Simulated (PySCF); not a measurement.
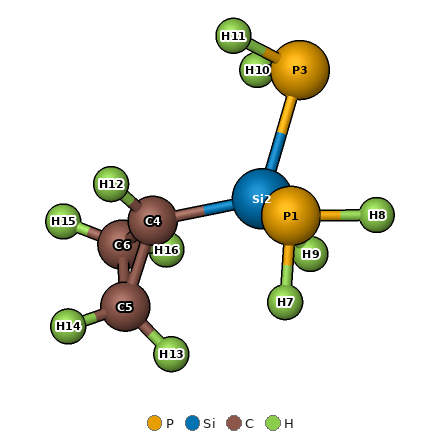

C₃H₁₀P₂Si, SMILES P[SiH](P)C1CC1. Vertical core-electron binding energies by ΔSCF (SCAN, pcX-2 on the ionised atom, pcseg-1 elsewhere, spin-free X2C; PySCF 2.14.0, at a PBE0-D3(BJ)/def2-SVP geometry (no frequency check)), gas phase, against the vacuum level. One atom of each kind was ionised; within a panel, areas follow the number of like atoms and 2j + 1 (2p levels are split by first-order spin-orbit coupling, an approximation), each panel is scaled alone, Gaussians of 1.0 eV full width. Only the regions named are shown. Lines closer than the width merge in the curve.

**Predict the P 2p, C 1s and Si 2p photoelectron lines.**

```tsv
level	atoms	binding energy (eV)
P 2p1/2	P1, P3	136.9
P 2p3/2	P1, P3	136.0
C 1s	C5, C6	290.7
C 1s	C4	290.2
Si 2p1/2	Si2	106.9
Si 2p3/2	Si2	106.3
```

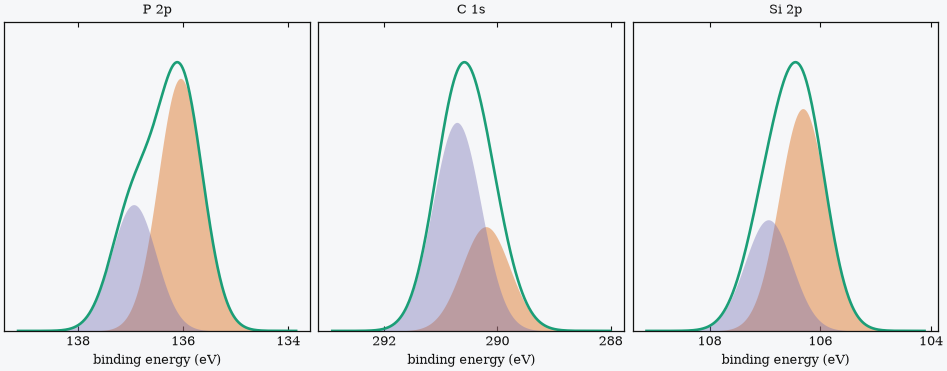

Caveats: one conformer of a flexible molecule.
